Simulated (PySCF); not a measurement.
Vertical excitations of a molecule C4H8BF from TDDFT-PBE/def2-SVPD (PySCF), as energy in eV (oscillator strength): 4.90 (0.002), 5.20 (0.002), 5.57 (0.267), 6.62 (0.004), 6.63 (0.007), 6.88 (0.001), 6.92 (0.069), 7.12 (0.027), 7.31 (0.009), 7.38 (0.022). Lowest triplet (TDA): 3.70 eV. The structure is a stationary point at B3LYP-D3(BJ)/def2-SVP. Other conformers were not sampled.

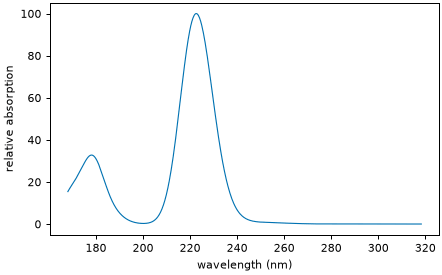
Figure. The lines broadened by 0.4 eV.

Problem. Identify the compound among the candidates.
A) C=CB(F)CC
B) C=CB(C)CF
C) C/C=C/B(C)F
D) CB(C)/C=C\F

Solution. D, CB(C)/C=C\F
